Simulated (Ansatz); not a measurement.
| atom | x (Å) | y (Å) | z (Å) |
| --- | --- | --- | --- |
| C | -2.7573 | 0.5427 | -1.4149 |
| C | -1.8731 | 1.0408 | -0.3244 |
| F | -2.1363 | 0.5510 | 0.8990 |
| F | -0.5547 | 0.9696 | -0.5748 |
| H | -2.5244 | 1.0639 | -2.3624 |
| H | -3.8181 | 0.7211 | -1.1570 |
| H | -2.6153 | -0.5530 | -1.5742 |

Geometry: PBE-D3(BJ)/def2-SVP.

Method: isolated molecule in a Gaussian basis; Kohn-Sham density functional theory, functional PBE0 in Ansatz.

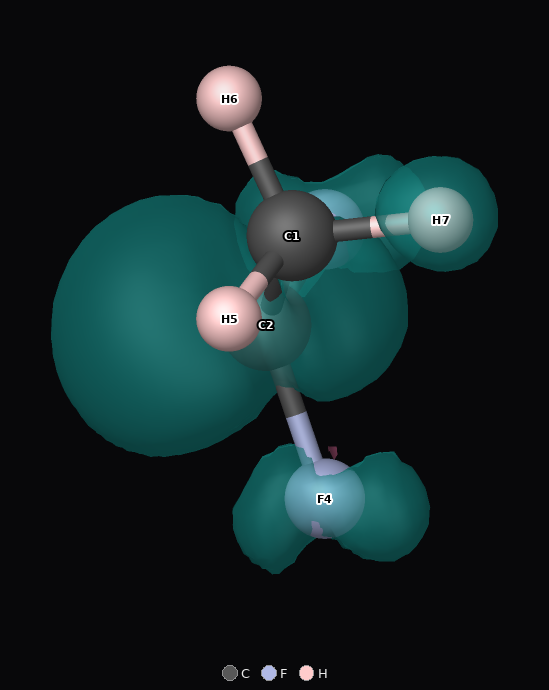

C₂H₃F₂ (SMILES C[C](F)F) (doublet). Isosurfaces of the spin density (α minus β) at +0.03 (teal) and −0.03 e/Å³ (pink), seen at an oblique angle.

Q: Which atoms carry the spin?

A: The unpaired spin (1 electron) lies mostly on C2 (about 0.7), F3 (about 0.1) and F4 (about 0.1), in electrons by Hirshfeld's partition.
